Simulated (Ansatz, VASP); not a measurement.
## MgMnB4 in two plane-wave programs

Wanted: the spread between two codes on one cell, functional and k mesh. The cell is invented: As first built, before any earlier steps moved the atoms: it takes the MgB2 structure with some of its atoms replaced by other elements, volume scaled by an estimate. It may not be a known or stable phase. The cell comes out of the VASP series on this material, whose earlier steps may have relaxed, scaled or displaced it; both programs get it as it stands.

Main program and level: Ansatz 0.2.0; plane waves, with VASP 6.6.1 beside it; single point at PBE.

## Step 1: Set-up

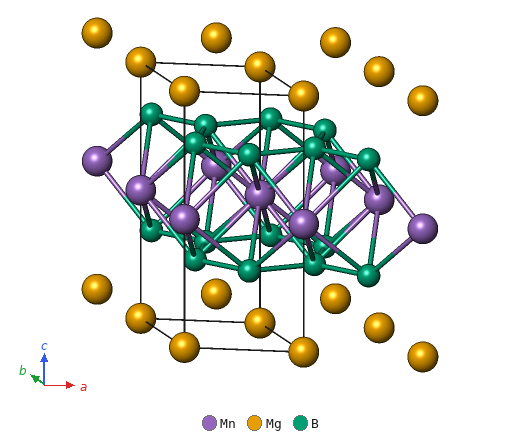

The cell as given, slightly off an axis (manganese purple, magnesium orange, boron teal). 2×2×1 cells are drawn. Some periodic images of atoms are drawn too.

## Step 2: Ansatz: single point, PBE

Ansatz runs on its default PAW (the set named soft_2) files.

With cell and atoms fixed, the geometry can't cause a difference; cores, projectors, grids and the points listed under the comparison can.

input.yaml

```yaml
crystal:
  lattice:
    - [3.0068847048, 2.7e-09, 0.0]
    - [-1.5034418473, 2.6040379131, 0.0]
    - [0.0, 0.0, 6.6115821437]
  atoms:
    - { symbol: Mn, position: [0.0, 0.0, 0.5], spin: 4.0 }
    - { symbol: Mg, position: [0.0, 0.0, 0.0] }
    - { symbol: B, position: [0.33333333, 0.66666667, 0.7266369336] }
    - { symbol: B, position: [0.33333333, 0.66666667, 0.2733630664] }
    - { symbol: B, position: [0.66666667, 0.33333333, 0.7266369336] }
    - { symbol: B, position: [0.66666667, 0.33333333, 0.2733630664] }
hamiltonian:
  xc: pbe
  pseudopotentials: { kind: paw }
magnetization:
  spin_polarized: true
kpoints:
  mp_grid: { grid: [9, 9, 4] }
scf:
  occupations: { method: fermi_dirac, width: 0.05 }
  n_extra_bands: 5
output:
  forces: true
  stress: true
  eigenvalues: true
```

Started as:

```
> ansatz run input.yaml --threads 4 --pin off --max-ram 9216MiB --backend cpu --events-out ev --progress --plain --runs-dir out
```

Numbers of over 12 decimals in the logs are rounded to 6 here.

What it wrote:

```text
Warning: the atoms were moved onto the symmetric positions of the space group found under crystal.symmetry.tolerance 1.0e-5 (fractional; no operation is sought that the atoms, as they stand in a round, miss by more than twice it, and no atom is moved by as much as it), and the run uses the moved positions. Before a round's move an operation carried an atom to 3.01e-8 Å from where it should land, the largest such dist [...]
Warning: the band count 24 (scf.n_extra_bands) hosts the net moment |M| = 4.0000 μB (N_el = 37) but caps the reachable moment at 2·n_bands − N_el = 11.0000 μB, below the 27 bands that the automatic rule leaves for it — a moment growing past the seed, or the majority channel's smearing tail, pins there with fewer empty majority states than that count leaves; raise or omit scf.n_extra_bands unless the cap is intended
scf.n_extra_bands = 5 over 19 filled bands (N_el = 37.0): the run solves 24 bands
Engine: ansatz 0.2.0, aarch64-unknown-linux-gnu
Pseudopotentials: kind: paw
Pseudopotential: Mn, paw, valence charge 15, recommended cutoff 420 eV (normal), Mn.paw.azcp
Pseudopotential: Mg, paw, valence charge 10, recommended cutoff 420 eV (normal), Mg.paw.azcp
Pseudopotential: B, paw, valence charge 3, recommended cutoff 420 eV (normal), B.paw.azcp
Functional definition: PBE
  parameter kappa = 0.804
  parameter beta = 0.066725
  exchange = pbe_x(kappa = kappa, mu = beta*pi^2/3)
  correlation = pbe_c(beta = beta)
Crystal: 6 atoms, lattice volume = 51.769 Å³
Basis set: ecut = 420 eV, 983 PW (Γ), exchange–correlation on 48×48×90 points (8 copies of the dense FFT grid, shifted against one another)
Bands: 24, of which v1, the nominal top of the filled ones, is band 19 counted from 1 (18 counted from 0)
Symmetry: 24 space group operations
Space group: P6/mmm (ITA 191), of the structure as read, at distance tolerance 3.7e-5 Å
Magnetic group: BNS 191.233 (UNI 1463), of the structure as read, at distance tolerance 3.7e-5 Å
k-points: 36 of 324
Non-local potential: Mn, projectors of the file, l = 0: 3, l = 1: 2, l = 2: 3, l = 3: 1
Non-local potential: Mg, projectors of the file, l = 0: 3, l = 1: 2, l = 2: 1
Non-local potential: B, projectors of the file, l = 0: 2, l = 1: 2, l = 2: 1
PAW form: soft (Blöchl's): semilocal exchange-correlation on the pseudo side does not see the compensation charge
PAW one-centre angular grid: Mn, 590 points (default); XC on 64 Gauss nodes
PAW one-centre angular grid: Mg, 110 points (default); XC on 64 Gauss nodes
PAW one-centre angular grid: B, 110 points (default); XC on 64 Gauss nodes
Initial density: superposition of atomic densities (chi_scale 0.1, normalization cell, long waves kept (reshape's long-wave potential 0.35 eV rms))
Starting moments: Σ|m| = 4 μB on 1 of 6 sites
Initial wavefunctions: pseudopotential atomic-orbital guess
Functional: x = pbe(κ = 0.804, μ = 0.219515), c = pbe(β = 0.066725)
SCF iter   1: F=—  HF=-6453.456241 eV  |F-HF|=—  |Δ(HF+E_count)|=         —  Δρ=1.76e-1 (↑1.76e-1 ↓4.31e-2)  dr2=2.60e1  dr2_m=3.66e0  M=2.133 μB ∫|m|=2.334 μB  β_m=0.30  ethr=3.10e-3  ⟨swp⟩=6.4  Hψ=7070  notcnv=0
Mixer restart at iter 1: flushing history
preconditioner: auto → Kerker (q_TF=auto, 2.580 Å⁻¹)  [metal: Δε(μ)=0.009 eV  Ē_g=9.011 eV  σ=0.050 eV  W_gap=0.04  n_scr=10 (ndim 8)  ℏωp=23.7 eV  f_vac=0.000  D(μ)=3.44/eV (n_scr^D=36)]
spin=Collinear: Kerker preconditioning applied to the charge; magnetization (m = ρ↑ − ρ↓) channel mixes plain (no charge-response kernel on spin).
SCF iter   2: F=—  HF=-6447.931754 eV  |F-HF|=—  |Δ(HF+E_count)|=    5.52e0  Δρ=4.60e-2 (↑4.60e-2 ↓3.08e-2)  dr2=4.64e0  dr2_m=1.48e-1  M=2.898 μB ∫|m|=3.081 μB  β_m=0.35  ethr=3.10e-3  ⟨swp⟩=3.8  Hψ=4452  notcnv=0  defer=36
SCF iter   3: F=—  HF=-6446.925795 eV  |F-HF|=—  |Δ(HF+E_count)|=    1.01e0  Δρ=2.40e-2 (↑2.36e-2 ↓2.40e-2)  dr2=1.19e0  dr2_m=5.37e-2  M=2.818 μB ∫|m|=3.044 μB  β_m=0.57  ethr=3.10e-3  ⟨swp⟩=2.4  Hψ=2968  notcnv=0  defer=40
SCF iter   4: F=—  HF=-6447.399221 eV  |F-HF|=—  |Δ(HF+E_count)|=   4.73e-1  Δρ=2.05e-2 (↑6.12e-3 ↓2.05e-2)  dr2=3.43e-1  dr2_m=7.08e-2  M=2.521 μB ∫|m|=2.773 μB  β_m=0.79  ethr=3.10e-3  ⟨swp⟩=2.5  Hψ=3494  notcnv=0  defer=40
SCF iter   5: F=—  HF=-6447.548286 eV  |F-HF|=—  |Δ(HF+E_count)|=   1.49e-1  Δρ=9.83e-3 (↑3.54e-3 ↓9.83e-3)  dr2=1.22e-1  dr2_m=1.68e-2  M=2.473 μB ∫|m|=2.703 μB  β_m=0.82  ethr=9.26e-4  ⟨swp⟩=2.5  Hψ=2656  notcnv=0  defer=23
SCF iter   6: F=—  HF=-6447.528171 eV  |F-HF|=—  |Δ(HF+E_count)|=   2.01e-2  Δρ=7.59e-3 (↑7.59e-3 ↓5.10e-3)  dr2=7.45e-2  dr2_m=9.24e-4  M=2.438 μB ∫|m|=2.658 μB  β_m=0.91  ethr=3.30e-4  ⟨swp⟩=3.1  Hψ=2988  notcnv=0  defer=22
SCF iter   7: F=—  HF=-6447.532687 eV  |F-HF|=—  |Δ(HF+E_count)|=   4.52e-3  Δρ=1.89e-3 (↑1.89e-3 ↓1.67e-3)  dr2=2.92e-3  dr2_m=1.34e-3  M=2.429 μB ∫|m|=2.663 μB  β_m=0.84  ethr=2.01e-4  ⟨swp⟩=2.2  Hψ=2761  notcnv=0  defer=19
SCF iter   8: F=—  HF=-6447.533277 eV  |F-HF|=—  |Δ(HF+E_count)|=   5.91e-4  Δρ=1.17e-3 (↑1.17e-3 ↓8.82e-4)  dr2=4.11e-4  dr2_m=4.69e-4  M=2.427 μB ∫|m|=2.662 μB  β_m=0.92  ethr=7.89e-6  ⟨swp⟩=1.4  Hψ=2004  notcnv=0  defer=18
SCF iter   9: F=—  HF=-6447.533375 eV  |F-HF|=—  |Δ(HF+E_count)|=   9.79e-5  Δρ=5.46e-4 (↑5.46e-4 ↓3.66e-4)  dr2=2.75e-5  dr2_m=9.53e-5  M=2.426 μB ∫|m|=2.661 μB  β_m=0.96  ethr=1.11e-6  ⟨swp⟩=2.1  Hψ=2204  notcnv=0  defer=18
SCF iter  10: F=—  HF=-6447.533366 eV  |F-HF|=—  |Δ(HF+E_count)|=   9.52e-6  Δρ=7.79e-5 (↑7.79e-5 ↓5.76e-5)  dr2=1.80e-6  dr2_m=1.86e-6  M=2.425 μB ∫|m|=2.660 μB  β_m=0.98  ethr=7.44e-8  ⟨swp⟩=2.1  Hψ=2631  notcnv=0  defer=18
SCF iter  11: F=—  HF=-6447.533365 eV  |F-HF|=—  |Δ(HF+E_count)|=   5.83e-7  Δρ=1.27e-5 (↑1.27e-5 ↓1.11e-5)  dr2=4.34e-7  dr2_m=5.94e-9  M=2.425 μB ∫|m|=2.660 μB  β_m=0.91  ethr=4.87e-9  ⟨swp⟩=2.1  Hψ=2916  notcnv=0  defer=18
SCF iter  12: F=—  HF=-6447.533365 eV  |F-HF|=—  |Δ(HF+E_count)|=   9.61e-8  Δρ=8.06e-6 (↑5.76e-6 ↓8.06e-6)  dr2=1.38e-7  dr2_m=7.74e-10  M=2.425 μB ∫|m|=2.660 μB  β_m=0.95  ethr=1.17e-9  ⟨swp⟩=2.0  Hψ=2355  notcnv=0  defer=18
SCF iter  13: F=—  HF=-6447.533365 eV  |F-HF|=—  |Δ(HF+E_count)|=   1.22e-8  Δρ=3.09e-6 (↑3.09e-6 ↓1.55e-6)  dr2=1.22e-8  dr2_m=3.49e-10  M=2.425 μB ∫|m|=2.660 μB  β_m=0.98  ethr=3.72e-10  ⟨swp⟩=1.9  Hψ=1939  notcnv=0  defer=18
SCF iter  14: F=-6447.533365 eV  HF=-6447.533365 eV  |F-HF|=6.70e-9  |Δ(HF+E_count)|=   1.08e-9  Δρ=1.77e-6 (↑1.23e-6 ↓1.77e-6)  dr2=7.19e-9  dr2_m=4.12e-11  M=2.425 μB ∫|m|=2.660 μB  ethr=3.29e-11  ⟨swp⟩=3.6  Hψ=5775  notcnv=0
SCF 1 converged in 14 iterations: F = -6447.533365 eV  dr2 = 7.19e-9
  greatest PAW one-centre occupation: 1.001 electrons in one spin orbital (limit 2), on the Mn atom at site 0 (counted from 0), in its partial waves of l = 1
SCF converged after 14 iterations
Magnetization: 2.4254 μB (19.7127 up, 17.2873 down)
Absolute magnetization: 2.6626 μB (∫|ρ↑−ρ↓|, with the PAW one-centre terms)
Spin contamination: 0.1031 ħ² per cell (⟨S²⟩ above its minimum at these occupations)
Per-site moments (μB) at R_I (Å): [(2.261346, 0.945973), (0.000473648, 1.033750), (0.00530086, 0.716111), (0.00530086, 0.716111), (0.00530086, 0.716111), (0.00530086, 0.716111)]
Free energy (F): -6447.533365 eV
Harris-Foulkes:  -6447.533365 eV  (|F-HF|=6.70e-9)
Internal energy: -6447.519167 eV  (E = F + TS)
E sigma→0 (E₀):  -6447.526266 eV
Entropy (-TS):   -0.014198 eV (-2.366 meV/atom)
Fermi energy:    12.753030 eV
--- Per-component energies (eV) ---
  E_band       = -492.590477
  E_kinetic    = 582.591992
  E_local      = -3841.608145  (includes V_loc(G=0)·N_el)
  E_nonlocal   = 382.368616
  E_hartree    = 1530.532565
  E_xc         = -274.678282
  E_vxc        = -340.196685  (∫ρ·V_xc dr)
  E_paw        = -1906.750893  (= ΣΔE_a)
  E_vpaw       = -336.806153  (= ΣTr[D̂ρ^β])
  E_aug_tail   = -0.000025  (compensation charges beyond the density's cutoff)
  E_ewald      = -2919.974994
  E_smearing   = -0.014198  (= −TS)
  E_closure    = -0.000000  (closes the sum)
  Σ components = -6447.533365   (vs F -6447.533365, Δ=0.00e0)
--- Forces (eV/Å), atoms counted from 1 ---
  atom   1  Mn     0.00000000     0.00000000     0.00000000
  atom   2  Mg    -0.00000000    -0.00000000     0.00000000
  atom   3  B     -0.00000000    -0.00000000    -0.01428135
  atom   4  B     -0.00000000    -0.00000000     0.01428135
  atom   5  B      0.00000000     0.00000000    -0.01428135
  atom   6  B      0.00000000    -0.00000000     0.01428135
  max |Σ_I F_I| component: 9.25e-17 eV/Å
--- Stress (GPa, compression-positive) ---
        0.119968      -0.000000      -0.000000
       -0.000000       0.119968      -0.000000
       -0.000000      -0.000000       0.401242
  P = ⅓ Tr σ = 0.2137 GPa (2.137 kbar)
--- Band table (eV; the first three rows and the last of 72) ---
  k-point 0 ↑: bands = [... 15 lower, 10.5105, 10.5105, 12.6169, 12.6169, 13.7057, 13.7057, 15.9614, 18.4700, ... 1 higher]
  k-point 1 ↑: bands = [... 15 lower, 10.5104, 10.5104, 12.5436, 12.5436, 13.7832, 13.7832, 16.7219, 18.5139, ... 1 higher]
  k-point 2 ↑: bands = [... 15 lower, 10.5102, 10.5986, 12.4780, 12.4780, 13.8530, 13.8530, 17.6370, 18.5617, ... 1 higher]
  k-point 35 ↓: bands = [... 15 lower, 10.5642, 10.7417, 10.7417, 13.8559, 15.0884, 15.0884, 16.1350, 16.1350, ... 1 higher]
```

It took 2.7 s on 4 threads of Arm Neoverse V1, shared host; peak memory 0.4 GiB; 9.5 s of CPU time.

Reading the cycles: dr2 is the Hartree energy of the density residual (eV), the measure of convergence; HF is the Harris–Foulkes estimate of the energy, which meets the free energy F at convergence.

The run ends at a pressure of 0.21 GPa, with forces up to 0.014 eV/Å.

[end of part 1 of 2]

[Lines on the potential files, build, host, timing and source positions are cut from VASP's logs without a mark.]

[Logs are printed without paths, hosts, clocks, repeated set-up lines and the standing remarks that a program may print on its own settings, such as how far it seeks lower states.]

[Hosts, paths, dates, database ids (printed as entryN), source tags and the programs' standing remarks are cut or masked in the printed files.]
